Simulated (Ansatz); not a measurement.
## Electronic structure of BGeH3 (triplet) in real space

Input

```
crystal:
  periodic: [false, false, false]
  atoms:
    - symbol: B
      position_ang: [0.162936, -0.163111, 0.456448]
    - symbol: Ge
      position_ang: [2.119935, -0.559123, 0.206803]
    - symbol: H
      position_ang: [-0.672065, -0.786221, -0.139973]
    - symbol: H
      position_ang: [-0.085595, 0.726765, 1.233246]
    - symbol: H
      position_ang: [3.229541, 0.239644, 0.973369]
basis:
  gaussian:
    orbitals: def2-TZVPD
magnetization:
  spin_polarized: true
  initial_magnetization: 2
hamiltonian:
  xc: {name: PBE0}
output: {forces: true, orbitals: {seedname: orbitals}}
```

Run with:

```sh
ansatz run input.yaml --threads 1 --pin off --max-ram 2610MiB --events-out events.jsonl --progress --plain --runs-dir runs
```

Geometry: B3LYP-D3(BJ)/def2-SVP.

All numbers below come from isolated molecule in a Gaussian basis; Kohn-Sham density functional theory, functional PBE0 in Ansatz.

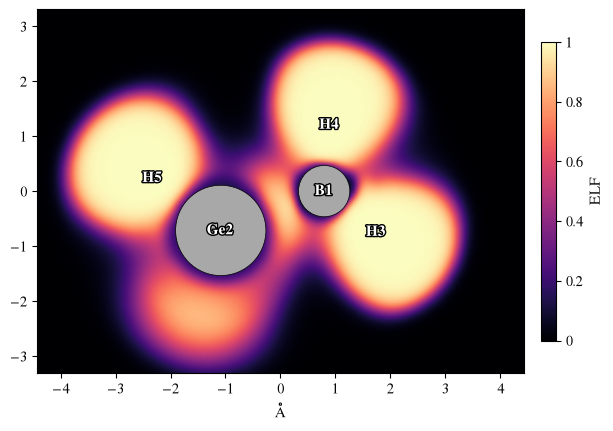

Figure 1. Electron localisation function on the molecular plane. Grey discs cover the atomic cores.

Read the bonding off the picture.

Answer. The section cuts through B, Ge and H sites. Ge–B (2.01 Å): the ELF peaks at about 0.90 between the atoms: a shared electron pair. B–H (1.20 Å): the ELF climbs to about 1 towards the hydrogen, as it does in any bond to H (a covalent bond by its length). Ge–H (1.57 Å): the ELF climbs to about 1 towards the hydrogen.

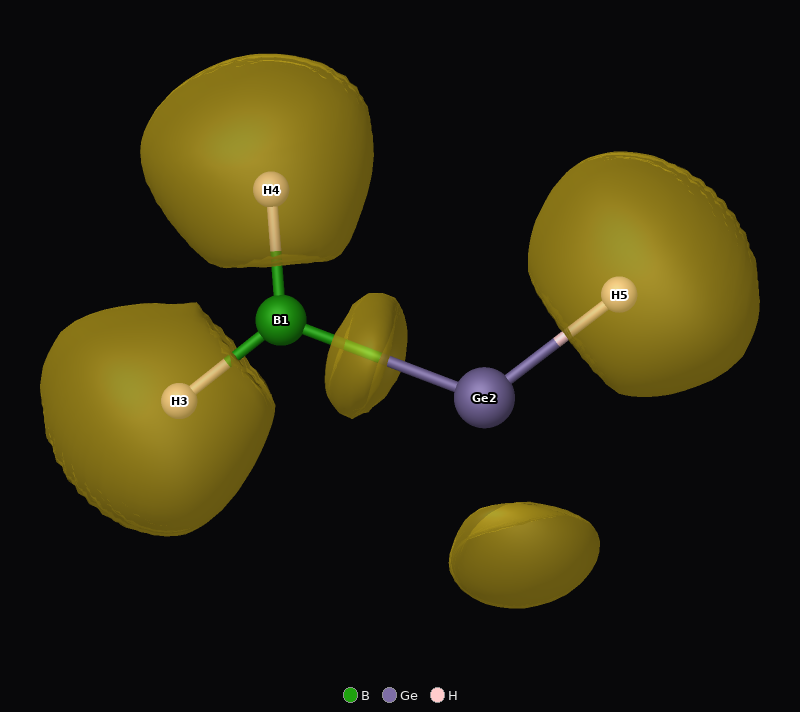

Figure 2. Isosurface of the electron localisation function at 0.75 (yellow), seen across its widest extent. Core shells and regions of very low density are left out.

Identify the bonds, lone pairs and shells in this picture.

Answer. The surface consists of one region between bonded B–Ge atoms (shared pairs), three regions around hydrogen nuclei and one lobe on Ge, pointing away from the bonds (non-bonding electrons).

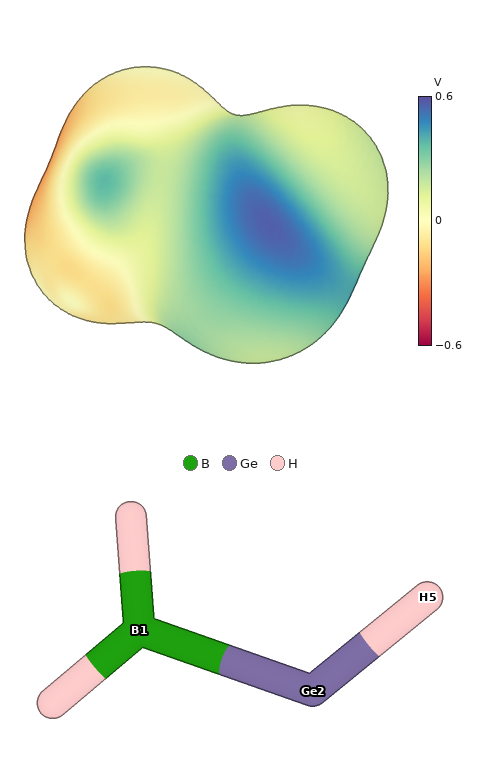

Figure 3. The electrostatic potential painted on the density surface at 0.001 e/bohr³, seen at a tilt; red is negative and blue positive. The bare structure is drawn below in the same view.

Describe the electrostatic potential map.

Answer. The most negative region (about −0.3 V) lies over H4, the most positive (about +0.6 V) over Ge2.
